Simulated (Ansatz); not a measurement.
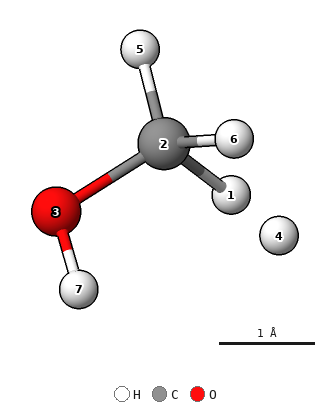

Fig. 1: The input geometry (ball-and-stick view, seen at a tilt; atoms are numbered from 1 in the order of the input). Bond lengths as drawn: C–H 1.10 to 1.33 Å, C–O 1.37 Å and H–O 0.96 Å.

## CH5O: molecular dynamics (part 1 of 3)

- system: CH5O, multiplicity 2
- method: UKS PBE0/def2-SVP (Ansatz 0.2.0)

It belongs to a series of runs on one base structure; here: dynamics from the highest image of the converged band. Figures and captions count atoms from 1; the log counts them from 0 in places.

**The program's output**
```
Engine: ansatz 0.2.0, aarch64-unknown-linux-gnu
Functional definition: PBE0
  parameter a = 0.25
  parameter kappa = 0.804
  parameter beta = 0.06672455060314922
  exchange = (1 - a)*pbe_x(kappa = kappa, mu = beta*pi^2/3) + a*exact_x
  correlation = pbe_c(beta = beta)
579 factors; integrals over basis functions are off by at most 3.8e-4 eV
mean field evaluation 1: about -3153.5521 eV, gradient 2.6e1 eV
mean field evaluation 2: about -3151.8147 eV, gradient 3.3e1 eV
mean field evaluation 4: about -3156.2634 eV, gradient 1.5e0 eV
mean field evaluation 8: about -3156.2901 eV, gradient 2.3e-2 eV
mean field -3156.29010583 eV, -115.9915219789 hartree, gradient 7.1e-5 eV, S^2 0.759053; 0 other end points of the search recorded, 0 dependent functions left out
the calculation of the forces begins
reference -3156.29012794 eV, -115.9915227915 hartree; 10, 9 occupied and 43, 44 virtual orbitals, 579 factors
md step     0: t =     0.00 fs  T =   100.0 K  F+E_penalty+E_count = -3156.29010583 eV  E_kin = 0.064630 eV  conserved = -3156.22547583 eV  (24 SCF iters)
these checks for a lower state are left out or cut short: starts, cluster_reference, orbital_swaps, neighbouring_geometries, increment
579 factors; integrals over basis functions are off by at most 3.7e-4 eV
mean field evaluation 16: about -3156.2746 eV, gradient 3.0e-1 eV
mean field -3156.28906273 eV, -115.9914836459 hartree, gradient 2.0e-5 eV, S^2 0.759093; 0 other end points of the search recorded, 0 dependent functions left out
the calculation of the forces begins
reference -3156.28908483 eV, -115.9914844580 hartree; 10, 9 occupied and 43, 44 virtual orbitals, 579 factors
md step     1: t =     0.50 fs  T =    98.4 K  F+E_penalty+E_count = -3156.28906273 eV  E_kin = 0.063606 eV  conserved = -3156.22545641 eV  (25 SCF iters)
[... from here on the SCF iterations and repeated set-up lines of each step are left out, up to the last step ...]
md step     2: t =     1.00 fs  T =    94.2 K  F+E_penalty+E_count = -3156.28626260 eV  E_kin = 0.060858 eV  conserved = -3156.22540449 eV  (25 SCF iters)
md step     3: t =     1.50 fs  T =    88.5 K  F+E_penalty+E_count = -3156.28251085 eV  E_kin = 0.057167 eV  conserved = -3156.22534364 eV  (25 SCF iters)
md step     4: t =     2.00 fs  T =    82.7 K  F+E_penalty+E_count = -3156.27874946 eV  E_kin = 0.053447 eV  conserved = -3156.22530196 eV  (25 SCF iters)
md step     5: t =     2.50 fs  T =    77.9 K  F+E_penalty+E_count = -3156.27562570 eV  E_kin = 0.050330 eV  conserved = -3156.22529615 eV  (25 SCF iters)
md step     6: t =     3.00 fs  T =    74.1 K  F+E_penalty+E_count = -3156.27323676 eV  E_kin = 0.047915 eV  conserved = -3156.22532176 eV  (25 SCF iters)
md step     7: t =     3.50 fs  T =    70.9 K  F+E_penalty+E_count = -3156.27119515 eV  E_kin = 0.045838 eV  conserved = -3156.22535736 eV  (24 SCF iters)
md step     8: t =     4.00 fs  T =    67.4 K  F+E_penalty+E_count = -3156.26895371 eV  E_kin = 0.043575 eV  conserved = -3156.22537875 eV  (24 SCF iters)
md step     9: t =     4.50 fs  T =    63.1 K  F+E_penalty+E_count = -3156.26617797 eV  E_kin = 0.040805 eV  conserved = -3156.22537248 eV  (25 SCF iters)
md step    10: t =     5.00 fs  T =    58.2 K  F+E_penalty+E_count = -3156.26295952 eV  E_kin = 0.037619 eV  conserved = -3156.22534054 eV  (25 SCF iters)
md step    11: t =     5.50 fs  T =    53.4 K  F+E_penalty+E_count = -3156.25979179 eV  E_kin = 0.034495 eV  conserved = -3156.22529646 eV  (25 SCF iters)
md step    12: t =     6.00 fs  T =    49.7 K  F+E_penalty+E_count = -3156.25736283 eV  E_kin = 0.032105 eV  conserved = -3156.22525734 eV  (25 SCF iters)
md step    13: t =     6.50 fs  T =    48.0 K  F+E_penalty+E_count = -3156.25628600 eV  E_kin = 0.031049 eV  conserved = -3156.22523717 eV  (25 SCF iters)
md step    14: t =     7.00 fs  T =    49.0 K  F+E_penalty+E_count = -3156.25688155 eV  E_kin = 0.031640 eV  conserved = -3156.22524158 eV  (25 SCF iters)
md step    15: t =     7.50 fs  T =    52.3 K  F+E_penalty+E_count = -3156.25908673 eV  E_kin = 0.033820 eV  conserved = -3156.22526660 eV  (25 SCF iters)
md step    16: t =     8.00 fs  T =    57.6 K  F+E_penalty+E_count = -3156.26251999 eV  E_kin = 0.037220 eV  conserved = -3156.22530008 eV  (26 SCF iters)
md step    17: t =     8.50 fs  T =    64.0 K  F+E_penalty+E_count = -3156.26667542 eV  E_kin = 0.041349 eV  conserved = -3156.22532641 eV  (26 SCF iters)
md step    18: t =     9.00 fs  T =    70.9 K  F+E_penalty+E_count = -3156.27116742 eV  E_kin = 0.045833 eV  conserved = -3156.22533396 eV  (26 SCF iters)
md step    19: t =     9.50 fs  T =    78.3 K  F+E_penalty+E_count = -3156.27590567 eV  E_kin = 0.050583 eV  conserved = -3156.22532302 eV  (26 SCF iters)
md step    20: t =    10.00 fs  T =    86.3 K  F+E_penalty+E_count = -3156.28108835 eV  E_kin = 0.055782 eV  conserved = -3156.22530682 eV  (26 SCF iters)
md step    21: t =    10.50 fs  T =    95.5 K  F+E_penalty+E_count = -3156.28699892 eV  E_kin = 0.061695 eV  conserved = -3156.22530370 eV  (26 SCF iters)
md step    22: t =    11.00 fs  T =   105.8 K  F+E_penalty+E_count = -3156.29372893 eV  E_kin = 0.068405 eV  conserved = -3156.22532357 eV  (26 SCF iters)
md step    23: t =    11.50 fs  T =   117.1 K  F+E_penalty+E_count = -3156.30102980 eV  E_kin = 0.075671 eV  conserved = -3156.22535884 eV  (26 SCF iters)
md step    24: t =    12.00 fs  T =   128.5 K  F+E_penalty+E_count = -3156.30842521 eV  E_kin = 0.083037 eV  conserved = -3156.22538832 eV  (25 SCF iters)
md step    25: t =    12.50 fs  T =   139.5 K  F+E_penalty+E_count = -3156.31552627 eV  E_kin = 0.090135 eV  conserved = -3156.22539159 eV  (26 SCF iters)
md step    26: t =    13.00 fs  T =   150.0 K  F+E_penalty+E_count = -3156.32233573 eV  E_kin = 0.096973 eV  conserved = -3156.22536319 eV  (25 SCF iters)
md step    27: t =    13.50 fs  T =   160.9 K  F+E_penalty+E_count = -3156.32932815 eV  E_kin = 0.104011 eV  conserved = -3156.22531684 eV  (26 SCF iters)
md step    28: t =    14.00 fs  T =   173.2 K  F+E_penalty+E_count = -3156.33724067 eV  E_kin = 0.111963 eV  conserved = -3156.22527798 eV  (24 SCF iters)
md step    29: t =    14.50 fs  T =   187.9 K  F+E_penalty+E_count = -3156.34668626 eV  E_kin = 0.121417 eV  conserved = -3156.22526968 eV  (25 SCF iters)
md step    30: t =    15.00 fs  T =   205.0 K  F+E_penalty+E_count = -3156.35780020 eV  E_kin = 0.132499 eV  conserved = -3156.22530083 eV  (26 SCF iters)
md step    31: t =    15.50 fs  T =   224.0 K  F+E_penalty+E_count = -3156.37010456 eV  E_kin = 0.144743 eV  conserved = -3156.22536151 eV  (26 SCF iters)
md step    32: t =    16.00 fs  T =   243.3 K  F+E_penalty+E_count = -3156.38266247 eV  E_kin = 0.157235 eV  conserved = -3156.22542730 eV  (26 SCF iters)
md step    33: t =    16.50 fs  T =   261.5 K  F+E_penalty+E_count = -3156.39445905 eV  E_kin = 0.168990 eV  conserved = -3156.22546938 eV  (26 SCF iters)
md step    34: t =    17.00 fs  T =   277.6 K  F+E_penalty+E_count = -3156.40485308 eV  E_kin = 0.179387 eV  conserved = -3156.22546591 eV  (25 SCF iters)
md step    35: t =    17.50 fs  T =   291.7 K  F+E_penalty+E_count = -3156.41391463 eV  E_kin = 0.188502 eV  conserved = -3156.22541267 eV  (25 SCF iters)
md step    36: t =    18.00 fs  T =   305.1 K  F+E_penalty+E_count = -3156.42248696 eV  E_kin = 0.197159 eV  conserved = -3156.22532796 eV  (26 SCF iters)
md step    37: t =    18.50 fs  T =   319.7 K  F+E_penalty+E_count = -3156.43189669 eV  E_kin = 0.206648 eV  conserved = -3156.22524894 eV  (25 SCF iters)
md step    38: t =    19.00 fs  T =   337.6 K  F+E_penalty+E_count = -3156.44337787 eV  E_kin = 0.218161 eV  conserved = -3156.22521645 eV  (25 SCF iters)
md step    39: t =    19.50 fs  T =   359.3 K  F+E_penalty+E_count = -3156.45744723 eV  E_kin = 0.232193 eV  conserved = -3156.22525382 eV  (26 SCF iters)
md step    40: t =    20.00 fs  T =   384.0 K  F+E_penalty+E_count = -3156.47355853 eV  E_kin = 0.248208 eV  conserved = -3156.22535032 eV  (26 SCF iters)
md step    41: t =    20.50 fs  T =   409.7 K  F+E_penalty+E_count = -3156.49027943 eV  E_kin = 0.264818 eV  conserved = -3156.22546170 eV  (26 SCF iters)
md step    42: t =    21.00 fs  T =   433.9 K  F+E_penalty+E_count = -3156.50597180 eV  E_kin = 0.280441 eV  conserved = -3156.22553090 eV  (30 SCF iters)
md step    43: t =    21.50 fs  T =   455.1 K  F+E_penalty+E_count = -3156.51965733 eV  E_kin = 0.294138 eV  conserved = -3156.22551937 eV  (31 SCF iters)
md step    44: t =    22.00 fs  T =   473.7 K  F+E_penalty+E_count = -3156.53158710 eV  E_kin = 0.306154 eV  conserved = -3156.22543346 eV  (26 SCF iters)
md step    45: t =    22.50 fs  T =   491.7 K  F+E_penalty+E_count = -3156.54312306 eV  E_kin = 0.317796 eV  conserved = -3156.22532689 eV  (25 SCF iters)
md step    46: t =    23.00 fs  T =   511.6 K  F+E_penalty+E_count = -3156.55590923 eV  E_kin = 0.330639 eV  conserved = -3156.22527011 eV  (24 SCF iters)
md step    47: t =    23.50 fs  T =   534.6 K  F+E_penalty+E_count = -3156.57080536 eV  E_kin = 0.345503 eV  conserved = -3156.22530258 eV  (25 SCF iters)
md step    48: t =    24.00 fs  T =   559.9 K  F+E_penalty+E_count = -3156.58729350 eV  E_kin = 0.361888 eV  conserved = -3156.22540598 eV  (24 SCF iters)
md step    49: t =    24.50 fs  T =   585.2 K  F+E_penalty+E_count = -3156.60375318 eV  E_kin = 0.378232 eV  conserved = -3156.22552105 eV  (26 SCF iters)
md step    50: t =    25.00 fs  T =   607.7 K  F+E_penalty+E_count = -3156.61836238 eV  E_kin = 0.392773 eV  conserved = -3156.22558956 eV  (26 SCF iters)
md step    51: t =    25.50 fs  T =   625.7 K  F+E_penalty+E_count = -3156.63000253 eV  E_kin = 0.404417 eV  conserved = -3156.22558532 eV  (26 SCF iters)
md step    52: t =    26.00 fs  T =   639.3 K  F+E_penalty+E_count = -3156.63868284 eV  E_kin = 0.413163 eV  conserved = -3156.22551989 eV  (26 SCF iters)
md step    53: t =    26.50 fs  T =   649.8 K  F+E_penalty+E_count = -3156.64537354 eV  E_kin = 0.419942 eV  conserved = -3156.22543133 eV  (26 SCF iters)
md step    54: t =    27.00 fs  T =   659.2 K  F+E_penalty+E_count = -3156.65141264 eV  E_kin = 0.426046 eV  conserved = -3156.22536672 eV  (26 SCF iters)
md step    55: t =    27.50 fs  T =   669.0 K  F+E_penalty+E_count = -3156.65776854 eV  E_kin = 0.432406 eV  conserved = -3156.22536208 eV  (26 SCF iters)
md step    56: t =    28.00 fs  T =   679.4 K  F+E_penalty+E_count = -3156.66448803 eV  E_kin = 0.439066 eV  conserved = -3156.22542234 eV  (26 SCF iters)
md step    57: t =    28.50 fs  T =   688.7 K  F+E_penalty+E_count = -3156.67063762 eV  E_kin = 0.445125 eV  conserved = -3156.22551213 eV  (26 SCF iters)
md step    58: t =    29.00 fs  T =   695.2 K  F+E_penalty+E_count = -3156.67486047 eV  E_kin = 0.449290 eV  conserved = -3156.22557035 eV  (26 SCF iters)
md step    59: t =    29.50 fs  T =   697.4 K  F+E_penalty+E_count = -3156.67630739 eV  E_kin = 0.450759 eV  conserved = -3156.22554840 eV  (26 SCF iters)
md step    60: t =    30.00 fs  T =   696.1 K  F+E_penalty+E_count = -3156.67535370 eV  E_kin = 0.449904 eV  conserved = -3156.22545003 eV  (26 SCF iters)
md step    61: t =    30.50 fs  T =   693.5 K  F+E_penalty+E_count = -3156.67351610 eV  E_kin = 0.448178 eV  conserved = -3156.22533770 eV  (25 SCF iters)
md step    62: t =    31.00 fs  T =   692.0 K  F+E_penalty+E_count = -3156.67250830 eV  E_kin = 0.447222 eV  conserved = -3156.22528621 eV  (25 SCF iters)
md step    63: t =    31.50 fs  T =   692.9 K  F+E_penalty+E_count = -3156.67312010 eV  E_kin = 0.447798 eV  conserved = -3156.22532184 eV  (25 SCF iters)
md step    64: t =    32.00 fs  T =   695.4 K  F+E_penalty+E_count = -3156.67481764 eV  E_kin = 0.449413 eV  conserved = -3156.22540451 eV  (25 SCF iters)
md step    65: t =    32.50 fs  T =   697.6 K  F+E_penalty+E_count = -3156.67633035 eV  E_kin = 0.450862 eV  conserved = -3156.22546840 eV  (25 SCF iters)
md step    66: t =    33.00 fs  T =   698.1 K  F+E_penalty+E_count = -3156.67664406 eV  E_kin = 0.451171 eV  conserved = -3156.22547347 eV  (25 SCF iters)
md step    67: t =    33.50 fs  T =   696.6 K  F+E_penalty+E_count = -3156.67563173 eV  E_kin = 0.450208 eV  conserved = -3156.22542364 eV  (25 SCF iters)
md step    68: t =    34.00 fs  T =   694.2 K  F+E_penalty+E_count = -3156.67402500 eV  E_kin = 0.448674 eV  conserved = -3156.22535060 eV  (25 SCF iters)
md step    69: t =    34.50 fs  T =   692.6 K  F+E_penalty+E_count = -3156.67293612 eV  E_kin = 0.447645 eV  conserved = -3156.22529099 eV  (25 SCF iters)
md step    70: t =    35.00 fs  T =   693.2 K  F+E_penalty+E_count = -3156.67327874 eV  E_kin = 0.448007 eV  conserved = -3156.22527201 eV  (25 SCF iters)
md step    71: t =    35.50 fs  T =   696.3 K  F+E_penalty+E_count = -3156.67533219 eV  E_kin = 0.450028 eV  conserved = -3156.22530400 eV  (24 SCF iters)
md step    72: t =    36.00 fs  T =   701.2 K  F+E_penalty+E_count = -3156.67858551 eV  E_kin = 0.453211 eV  conserved = -3156.22537426 eV  (25 SCF iters)
md step    73: t =    36.50 fs  T =   706.3 K  F+E_penalty+E_count = -3156.68195433 eV  E_kin = 0.456508 eV  conserved = -3156.22544597 eV  (25 SCF iters)
md step    74: t =    37.00 fs  T =   710.0 K  F+E_penalty+E_count = -3156.68436033 eV  E_kin = 0.458886 eV  conserved = -3156.22547411 eV  (25 SCF iters)
md step    75: t =    37.50 fs  T =   711.7 K  F+E_penalty+E_count = -3156.68540570 eV  E_kin = 0.459967 eV  conserved = -3156.22543892 eV  (25 SCF iters)
md step    76: t =    38.00 fs  T =   712.2 K  F+E_penalty+E_count = -3156.68564106 eV  E_kin = 0.460270 eV  conserved = -3156.22537118 eV  (25 SCF iters)
md step    77: t =    38.50 fs  T =   712.9 K  F+E_penalty+E_count = -3156.68608901 eV  E_kin = 0.460757 eV  conserved = -3156.22533193 eV  (25 SCF iters)
md step    78: t =    39.00 fs  T =   714.8 K  F+E_penalty+E_count = -3156.68733626 eV  E_kin = 0.461979 eV  conserved = -3156.22535717 eV  (25 SCF iters)
md step    79: t =    39.50 fs  T =   717.3 K  F+E_penalty+E_count = -3156.68900479 eV  E_kin = 0.463581 eV  conserved = -3156.22542354 eV  (25 SCF iters)
md step    80: t =    40.00 fs  T =   718.9 K  F+E_penalty+E_count = -3156.69009110 eV  E_kin = 0.464616 eV  conserved = -3156.22547467 eV  (25 SCF iters)
md step    81: t =    40.50 fs  T =   718.4 K  F+E_penalty+E_count = -3156.68980284 eV  E_kin = 0.464329 eV  conserved = -3156.22547375 eV  (26 SCF iters)
md step    82: t =    41.00 fs  T =   715.9 K  F+E_penalty+E_count = -3156.68812126 eV  E_kin = 0.462692 eV  conserved = -3156.22542917 eV  (26 SCF iters)
md step    83: t =    41.50 fs  T =   712.2 K  F+E_penalty+E_count = -3156.68570002 eV  E_kin = 0.460322 eV  conserved = -3156.22537776 eV  (25 SCF iters)
md step    84: t =    42.00 fs  T =   708.6 K  F+E_penalty+E_count = -3156.68331553 eV  E_kin = 0.457961 eV  conserved = -3156.22535462 eV  (26 SCF iters)
md step    85: t =    42.50 fs  T =   705.5 K  F+E_penalty+E_count = -3156.68132305 eV  E_kin = 0.455950 eV  conserved = -3156.22537288 eV  (25 SCF iters)
md step    86: t =    43.00 fs  T =   702.5 K  F+E_penalty+E_count = -3156.67944305 eV  E_kin = 0.454023 eV  conserved = -3156.22542006 eV  (25 SCF iters)
md step    87: t =    43.50 fs  T =   698.6 K  F+E_penalty+E_count = -3156.67695188 eV  E_kin = 0.451486 eV  conserved = -3156.22546591 eV  (24 SCF iters)
md step    88: t =    44.00 fs  T =   692.7 K  F+E_penalty+E_count = -3156.67315905 eV  E_kin = 0.447683 eV  conserved = -3156.22547599 eV  (25 SCF iters)
md step    89: t =    44.50 fs  T =   684.7 K  F+E_penalty+E_count = -3156.66794589 eV  E_kin = 0.442517 eV  conserved = -3156.22542936 eV  (25 SCF iters)
md step    90: t =    45.00 fs  T =   675.7 K  F+E_penalty+E_count = -3156.66207430 eV  E_kin = 0.436736 eV  conserved = -3156.22533786 eV  (25 SCF iters)
md step    91: t =    45.50 fs  T =   668.0 K  F+E_penalty+E_count = -3156.65697924 eV  E_kin = 0.431728 eV  conserved = -3156.22525138 eV  (26 SCF iters)
md step    92: t =    46.00 fs  T =   663.4 K  F+E_penalty+E_count = -3156.65398848 eV  E_kin = 0.428757 eV  conserved = -3156.22523157 eV  (24 SCF iters)
md step    93: t =    46.50 fs  T =   662.4 K  F+E_penalty+E_count = -3156.65339616 eV  E_kin = 0.428096 eV  conserved = -3156.22530010 eV  (24 SCF iters)
md step    94: t =    47.00 fs  T =   663.4 K  F+E_penalty+E_count = -3156.65415251 eV  E_kin = 0.428741 eV  conserved = -3156.22541127 eV  (26 SCF iters)
md step    95: t =    47.50 fs  T =   663.9 K  F+E_penalty+E_count = -3156.65455569 eV  E_kin = 0.429070 eV  conserved = -3156.22548546 eV  (25 SCF iters)
md step    96: t =    48.00 fs  T =   662.2 K  F+E_penalty+E_count = -3156.65345229 eV  E_kin = 0.427980 eV  conserved = -3156.22547218 eV  (25 SCF iters)
```
